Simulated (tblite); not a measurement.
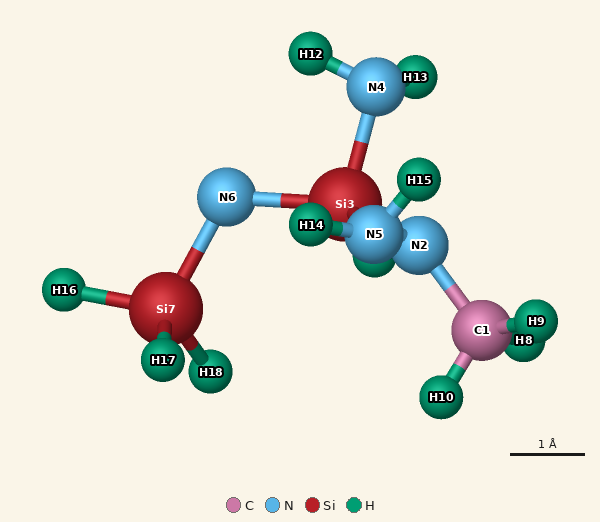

The starting structure (ball-and-stick view, seen at a tilt; atoms are numbered from 1 in the order of the input). Bond lengths as drawn: C–H 1.08 to 1.10 Å, C–N 1.45 Å, H–N 1.01 to 1.02 Å, H–Si 1.47 to 1.49 Å and N–Si 1.64 to 1.75 Å.

# Geometry relaxation of CH11N4Si2 (charge −1) (part 1 of 4)

The run: geometry relaxation of CH11N4Si2, charge −1, SMILES CN[Si](N)(N)[N-][SiH3]. Method and program: GFN2-xTB geometry optimisation, gas phase (tblite 0.8.0).

### The input
```
{"job": {"kind": "relax", "xc": "GFN2-xTB", "basis": "xTB"}, "charge": -1, "multiplicity": 1}
C     -1.077600     2.041900     0.381100
N     -1.143700     0.733700    -0.239100
Si    -0.251100    -0.582800     0.239600
N     -1.444500    -1.731300     0.377600
N      0.281400    -0.571800     1.789700
N      0.725300    -1.267700    -0.928200
Si     2.145600    -0.341100    -1.339900
H     -1.779100     2.718900    -0.126000
H     -1.378500     2.010200     1.437400
H     -0.091400     2.488300     0.314200
H     -0.927500     0.833900    -1.219200
H     -1.105900    -2.456800    -0.251400
H     -2.239100    -1.320100    -0.083700
H      1.042000    -1.247800     1.796700
H     -0.477100    -1.006200     2.294400
H      2.867900    -1.061200    -2.402500
H      3.073900    -0.219700    -0.179700
H      1.770700     0.986000    -1.872700
```

The first line tells a small driver script what to run in tblite; the rest is the geometry in Å.

Command:
```bash
OMP_NUM_THREADS=1 python <driver script> task.json out
```

### Log
```
step      E/eV     max force
  0    -628.77125    4.947
  1    -629.45896    1.756
  2    -629.58521    1.149
  3    -629.70632    0.777
  4    -629.81213    0.858
  5    -629.93637    0.913
  6    -630.02895    0.825
  7    -630.08795    0.519
  8    -630.11865    0.349
  9    -630.13588    0.331
 10    -630.15263    0.300
 11    -630.17185    0.385
 12    -630.18771    0.281
 13    -630.20056    0.256
 14    -630.21240    0.264
 15    -630.22269    0.289
 16    -630.23032    0.270
 17    -630.23571    0.167
 18    -630.24067    0.217
 19    -630.24690    0.227
 20    -630.25421    0.234
 21    -630.26118    0.207
 22    -630.26726    0.188
 23    -630.27348    0.248
 24    -630.28011    0.238
 25    -630.28667    0.186
 26    -630.29216    0.153
 27    -630.29618    0.139
 28    -630.29950    0.160
 29    -630.30294    0.179
 30    -630.30616    0.147
 31    -630.30864    0.092
 32    -630.31050    0.107
 33    -630.31234    0.111
 34    -630.31441    0.109
 35    -630.31631    0.101
 36    -630.31778    0.113
 37    -630.31923    0.146
 38    -630.32115    0.119
 39    -630.32478    0.167
 40    -630.32780    0.149
 41    -630.33079    0.161
 42    -630.33337    0.140
 43    -630.33592    0.125
 44    -630.33810    0.135
 45    -630.33982    0.102
 46    -630.34135    0.114
 47    -630.34327    0.129
 48    -630.34609    0.227
 49    -630.34851    0.319
 50    -630.35258    0.280
 51    -630.35655    0.161
 52    -630.36135    0.215
 53    -630.36393    0.156
 54    -630.36816    0.135
 55    -630.37148    0.137
 56    -630.37283    0.168
 57    -630.37488    0.123
 58    -630.37663    0.096
 59    -630.37871    0.109
 60    -630.38037    0.122
 61    -630.38218    0.174
 62    -630.38383    0.116
 63    -630.38513    0.097
 64    -630.38664    0.090
 65    -630.38815    0.101
 66    -630.38986    0.119
 67    -630.39129    0.131
 68    -630.39321    0.129
 69    -630.39449    0.103
 70    -630.39529    0.112
 71    -630.39610    0.081
 72    -630.39694    0.075
 73    -630.39763    0.091
 74    -630.39846    0.090
 75    -630.39925    0.068
 76    -630.39986    0.058
 77    -630.40026    0.065
 78    -630.40051    0.052
 79    -630.40068    0.036
 80    -630.40087    0.035
 81    -630.40108    0.047
 82    -630.40131    0.046
 83    -630.40156    0.043
 84    -630.40186    0.050
 85    -630.40231    0.060
 86    -630.40305    0.097
 87    -630.40414    0.124
 88    -630.40533    0.106
 89    -630.40637    0.077
 90    -630.40723    0.091
 91    -630.40806    0.094
 92    -630.40896    0.077
 93    -630.40982    0.071
 94    -630.41068    0.057
 95    -630.41137    0.054
 96    -630.41177    0.048
 97    -630.41214    0.036
 98    -630.41240    0.036
 99    -630.41266    0.047
100    -630.41302    0.059
101    -630.41357    0.071
102    -630.41428    0.085
103    -630.41517    0.088
104    -630.41608    0.076
105    -630.41684    0.054
106    -630.41735    0.052
107    -630.41766    0.049
108    -630.41796    0.043
109    -630.41815    0.022
110    -630.41825    0.013
111    -630.41827    0.012
112    -630.41829    0.016
113    -630.41831    0.012
114    -630.41835    0.014
115    -630.41841    0.021
116    -630.41849    0.025
117    -630.41858    0.026
118    -630.41867    0.020
119    -630.41874    0.020
120    -630.41882    0.023
121    -630.41893    0.026
122    -630.41908    0.023
123    -630.41923    0.022
124    -630.41934    0.024
125    -630.41941    0.020
126    -630.41946    0.020
127    -630.41952    0.018
128    -630.41958    0.016
129    -630.41964    0.017
130    -630.41969    0.016
131    -630.41974    0.018
132    -630.41980    0.016
133    -630.41987    0.018
134    -630.41994    0.019
135    -630.41999    0.017
136    -630.42004    0.018
137    -630.42009    0.020
138    -630.42015    0.021
139    -630.42022    0.025
140    -630.42028    0.021
141    -630.42033    0.020
142    -630.42038    0.022
143    -630.42045    0.022
144    -630.42055    0.028
145    -630.42064    0.025
146    -630.42074    0.019
147    -630.42084    0.026
148    -630.42096    0.034
149    -630.42111    0.041
150    -630.42127    0.042
151    -630.42149    0.047
152    -630.42180    0.042
153    -630.42223    0.050
154    -630.42250    0.043
155    -630.42268    0.035
156    -630.42276    0.028
157    -630.42283    0.021
158    -630.42295    0.034
159    -630.42304    0.028
160    -630.42312    0.022
161    -630.42317    0.015
162    -630.42321    0.018
163    -630.42325    0.013
164    -630.42329    0.017
165    -630.42331    0.014
166    -630.42334    0.013
167    -630.42337    0.013
168    -630.42340    0.013
169    -630.42344    0.015
170    -630.42348    0.014
171    -630.42352    0.024
172    -630.42356    0.020
173    -630.42360    0.028
174    -630.42365    0.028
175    -630.42371    0.023
176    -630.42376    0.030
177    -630.42385    0.031
178    -630.42398    0.028
179    -630.42419    0.038
180    -630.42441    0.049
181    -630.42460    0.109
182    -630.42495    0.043
183    -630.42519    0.023
184    -630.42533    0.050
185    -630.42541    0.031
186    -630.42551    0.021
187    -630.42557    0.018
188    -630.42562    0.021
189    -630.42567    0.016
190    -630.42572    0.015
191    -630.42576    0.010
192    -630.42579    0.018
193    -630.42581    0.010
194    -630.42583    0.012
195    -630.42584    0.006
```

### Trajectory as extended XYZ (Å, eV, eV/Å), 45 of the 196 frames kept, from step=0 to step=195
```
18
Properties=species:S:1:pos:R:3:forces:R:3 step=0 energy=-628.77125
C    -1.0776    2.0419    0.3811   -0.4910  -0.1070  -0.1290
N    -1.1437    0.7337   -0.2391   -1.5250   3.5180  -0.5790
Si   -0.2511   -0.5828    0.2396    2.4580  -0.5590  -3.5540
N    -1.4445   -1.7313    0.3776   -3.0750  -3.0130  -0.4890
N     0.2814   -0.5718    1.7897    2.0460   0.1190   4.5030
N     0.7253   -1.2677   -0.9282    2.8110   1.3330  -1.1670
Si    2.1456   -0.3411   -1.3399   -2.0380  -1.7240   0.6550
H    -1.7791    2.7189   -0.1260   -0.0220   0.0350  -0.0110
H    -1.3785    2.0102    1.4374    0.1910  -0.3140  -0.2720
H    -0.0914    2.4883    0.3142    0.4270   0.1670   0.0930
H    -0.9275    0.8339   -1.2192   -0.2070   0.2440  -0.1580
H    -1.1059   -2.4568   -0.2514   -0.6130  -0.2940   0.3410
H    -2.2391   -1.3201   -0.0837   -0.6520  -0.4660   0.0100
H     1.0420   -1.2478    1.7967   -0.0580   0.3780   0.4380
H    -0.4771   -1.0062    2.2944    0.1440   0.0180   0.6480
H     2.8679   -1.0612   -2.4025    0.1300   0.0280  -0.1120
H     3.0739   -0.2197   -0.1797    0.1410   0.3220  -0.2120
H     1.7707    0.9860   -1.8727    0.3340   0.3160  -0.0040
18
Properties=species:S:1:pos:R:3:forces:R:3 step=4 energy=-629.81213
C    -1.0824    2.0907    0.3750    0.0010  -0.5710  -0.1750
N    -1.1860    0.7947   -0.2671    0.4380   0.1100  -0.0080
Si   -0.2227   -0.6238    0.2038   -0.0230  -0.2360  -0.4630
N    -1.5330   -1.8142    0.3598   -0.0270   0.0330  -0.4980
N     0.3334   -0.5401    1.9005   -0.1550  -0.5700  -0.4240
N     0.8049   -1.2681   -0.9878   -0.3030   0.4750   0.6470
Si    2.1606   -0.3617   -1.3492   -0.3250  -0.0440   0.0100
H    -1.7920    2.7557   -0.1254    0.0650   0.2690   0.1110
H    -1.3649    1.9795    1.4230    0.0540   0.0000  -0.0700
H    -0.0684    2.5088    0.3280   -0.0450   0.1450   0.0150
H    -0.9548    0.8888   -1.2523   -0.1920   0.2030   0.1030
H    -1.1748   -2.5367   -0.2590   -0.6390  -0.1920   0.1630
H    -2.3232   -1.3691   -0.1009   -0.0410  -0.5280   0.0940
H     1.0714   -1.2466    1.8625   -0.0830   0.4040   0.4620
H    -0.4509   -1.0068    2.3617    0.4280   0.2440   0.3260
H     2.8792   -1.0594   -2.4127    0.2630  -0.0800  -0.2650
H     3.0844   -0.1868   -0.2056    0.2570   0.2390  -0.0460
H     1.8106    1.0016   -1.8658    0.3290   0.0960   0.0190
18
Properties=species:S:1:pos:R:3:forces:R:3 step=9 energy=-630.13588
C    -1.0693    2.0834    0.3634    0.0800   0.0590   0.1540
N    -1.1417    0.8124   -0.2916   -0.1630  -0.0150   0.0110
Si   -0.2773   -0.6711    0.1785   -0.0450  -0.1190   0.0170
N    -1.5896   -1.8583    0.2852   -0.1870  -0.0770   0.0710
N     0.3110   -0.5879    1.8583   -0.1090   0.0810   0.0750
N     0.8224   -1.2322   -0.9555    0.0800  -0.0530  -0.1030
Si    2.1781   -0.3579   -1.3692    0.1800   0.0800   0.0170
H    -1.7679    2.8070   -0.0893   -0.0070  -0.1570   0.0060
H    -1.3456    1.9529    1.4050    0.0020  -0.0220   0.1860
H    -0.0728    2.5493    0.3390    0.1340  -0.0100  -0.0010
H    -1.0062    0.9621   -1.2817    0.0980  -0.1800  -0.0490
H    -1.3502   -2.6756   -0.2541    0.0510  -0.0770   0.0110
H    -2.4394   -1.4973   -0.1152   -0.1740   0.0710  -0.0360
H     1.1198   -1.1812    1.9924    0.0520   0.1870  -0.2680
H    -0.3776   -0.9601    2.4973   -0.1890   0.1060   0.0340
H     2.9272   -1.0623   -2.4558   -0.0800   0.0810   0.1200
H     3.1488   -0.1113   -0.2540    0.1310   0.0150  -0.1350
H     1.9215    1.0344   -1.8644    0.1460   0.0290  -0.1100
18
Properties=species:S:1:pos:R:3:forces:R:3 step=13 energy=-630.20056
C    -1.0472    2.0698    0.3926   -0.0650  -0.1220  -0.1390
N    -1.1529    0.8041   -0.2872    0.0200  -0.1380   0.0990
Si   -0.3123   -0.7026    0.1654    0.0300  -0.0700   0.0200
N    -1.6421   -1.8823    0.2743    0.0190   0.0490  -0.0370
N     0.2635   -0.5924    1.8402   -0.0290   0.2520  -0.0330
N     0.8397   -1.2167   -0.9508   -0.0300   0.0930   0.0660
Si    2.1993   -0.3387   -1.3629   -0.0800   0.0600   0.0050
H    -1.7528    2.7738   -0.0680   -0.0800   0.0870   0.0370
H    -1.3333    1.9463    1.4410    0.1880  -0.0770  -0.1290
H    -0.0524    2.5477    0.3422    0.0070  -0.1970   0.1000
H    -0.9920    0.9279   -1.2823    0.0010   0.0830   0.2000
H    -1.3907   -2.7149   -0.2413   -0.0950   0.0580   0.0300
H    -2.4964   -1.5183   -0.1247    0.0390  -0.0610  -0.0440
H     1.1314   -1.1007    1.9530   -0.2110   0.0880  -0.0010
H    -0.4002   -0.9145    2.5331    0.1000  -0.0530  -0.1110
H     2.9252   -1.0463   -2.4428    0.0260  -0.0710  -0.0530
H     3.2120   -0.0870   -0.2967    0.1140   0.0080   0.0300
H     1.9927    1.0513   -1.8968    0.0450   0.0100  -0.0400
18
Properties=species:S:1:pos:R:3:forces:R:3 step=18 energy=-630.24067
C    -1.0440    2.0413    0.3967    0.0180  -0.0230   0.0930
N    -1.1697    0.7780   -0.2685   -0.1650   0.0640  -0.1250
Si   -0.3322   -0.7181    0.1640    0.0500   0.0220  -0.0370
N    -1.6678   -1.8870    0.2677    0.0040  -0.0240  -0.0270
N     0.2273   -0.5293    1.8290    0.0360   0.0190   0.0980
N     0.8503   -1.1891   -0.9374    0.0000   0.0380   0.0470
Si    2.2112   -0.3180   -1.3600    0.0830  -0.0210  -0.0340
H    -1.7518    2.7597   -0.0430    0.0250   0.0200   0.0420
H    -1.2881    1.9179    1.4466   -0.0540  -0.0940   0.1650
H    -0.0404    2.4905    0.3552    0.1000  -0.0420  -0.1000
H    -0.9830    0.9174   -1.2504   -0.0560   0.0210  -0.1480
H    -1.4302   -2.7322   -0.2297    0.0120  -0.0310   0.0150
H    -2.5204   -1.5344   -0.1444    0.0510   0.0390  -0.0160
H     1.0986   -1.0285    1.9265    0.0540   0.0790   0.0600
H    -0.4040   -0.9007    2.5243   -0.0830  -0.0050  -0.0250
H     2.9228   -1.0530   -2.4408   -0.0210  -0.0430  -0.0020
H     3.2699   -0.0739   -0.3202   -0.0450  -0.0080  -0.0230
H     2.0427    1.0655   -1.9271   -0.0100  -0.0090   0.0170
18
Properties=species:S:1:pos:R:3:forces:R:3 step=22 energy=-630.26726
C    -1.0393    2.0099    0.4222    0.0040  -0.0490  -0.1210
N    -1.2263    0.7731   -0.2889    0.0300  -0.0720   0.0140
Si   -0.3448   -0.6994    0.1612    0.0080  -0.1060  -0.0040
N    -1.6708   -1.8899    0.2568    0.0260   0.0350  -0.0210
N     0.2025   -0.4696    1.8374   -0.0760  -0.1600  -0.0630
N     0.8670   -1.1515   -0.9127    0.0130  -0.0040  -0.0120
Si    2.2370   -0.3125   -1.3685   -0.0740   0.0310  -0.0060
H    -1.7313    2.7547    0.0049   -0.0070   0.1080   0.1460
H    -1.2605    1.8610    1.4815    0.0490  -0.0370  -0.1620
H    -0.0185    2.4139    0.3349    0.0030  -0.0160   0.0830
H    -1.0018    0.9241   -1.2656   -0.1300   0.0720   0.0240
H    -1.4584   -2.7562   -0.2178    0.1450   0.0730   0.0450
H    -2.5154   -1.5336   -0.1686    0.0320   0.0540   0.0090
H     1.0880   -0.9471    1.9391    0.0100   0.1260   0.0340
H    -0.4275   -0.8961    2.5032   -0.0610   0.0370   0.0270
H     2.9166   -1.0796   -2.4458   -0.0040  -0.0260  -0.0080
H     3.2999   -0.0678   -0.3411    0.0220  -0.0090   0.0120
H     2.0748    1.0730   -1.9438    0.0110  -0.0580   0.0040
18
Properties=species:S:1:pos:R:3:forces:R:3 step=27 energy=-630.29618
C    -1.0303    1.9708    0.4255    0.0360   0.0350   0.0780
N    -1.2730    0.7590   -0.3067    0.0310   0.0710   0.0040
Si   -0.3559   -0.6974    0.1481    0.0410   0.0310  -0.0610
N    -1.6700   -1.8833    0.2464   -0.0160   0.0070   0.0330
N     0.1481   -0.4534    1.8256   -0.0430   0.0790   0.0350
N     0.8867   -1.1234   -0.8954   -0.0410  -0.0800  -0.0560
Si    2.2556   -0.3051   -1.3782    0.0270  -0.0420   0.0110
H    -1.7053    2.7729    0.0961   -0.0010  -0.0090  -0.0750
H    -1.2182    1.7837    1.4778    0.0090  -0.0680   0.1210
H     0.0037    2.3303    0.3349    0.0540   0.0760  -0.0060
H    -1.0688    0.9422   -1.2814   -0.1000  -0.0620  -0.0550
H    -1.4389   -2.7611   -0.1944    0.0280   0.0570  -0.0160
H    -2.5017   -1.5190   -0.1959    0.0030  -0.0980  -0.0470
H     1.0786   -0.8189    1.9664   -0.0810   0.0260   0.0430
H    -0.4726   -0.8832    2.4962    0.0430  -0.0480   0.0220
H     2.9059   -1.1111   -2.4491    0.0070   0.0220   0.0090
H     3.3362   -0.0656   -0.3628    0.0050  -0.0130  -0.0050
H     2.1113    1.0689   -1.9651   -0.0010   0.0180  -0.0360
18
Properties=species:S:1:pos:R:3:forces:R:3 step=31 energy=-630.30864
C    -1.0191    1.9660    0.4385    0.0330  -0.0320  -0.0240
N    -1.2784    0.7659   -0.3085    0.0190  -0.0510   0.0150
Si   -0.3536   -0.6876    0.1348   -0.0220  -0.0170   0.0790
N    -1.6681   -1.8759    0.2512    0.0340  -0.0010  -0.0670
N     0.1157   -0.4305    1.8269    0.0050   0.0210   0.0190
N     0.8879   -1.1329   -0.9066   -0.0260   0.0550   0.0340
Si    2.2626   -0.3119   -1.3798   -0.0710   0.0120  -0.0230
H    -1.6919    2.7769    0.1214    0.0320  -0.0460   0.0270
H    -1.1952    1.7400    1.4888    0.0220   0.0740  -0.0180
H     0.0191    2.3155    0.3394    0.0080   0.0890   0.0210
H    -1.1256    0.9389   -1.2952   -0.0410   0.0430   0.0360
H    -1.4133   -2.7466   -0.1891    0.0280  -0.0330   0.0040
H    -2.4938   -1.5329   -0.2187   -0.0100  -0.0440  -0.0200
H     1.0552   -0.7615    1.9877    0.0100   0.0480  -0.0220
H    -0.4840   -0.8927    2.4959   -0.0440  -0.0240  -0.0600
H     2.9038   -1.1195   -2.4487    0.0450  -0.0090  -0.0260
H     3.3485   -0.0706   -0.3697   -0.0270  -0.0140  -0.0020
H     2.1217    1.0659   -1.9802    0.0060  -0.0720   0.0270
```
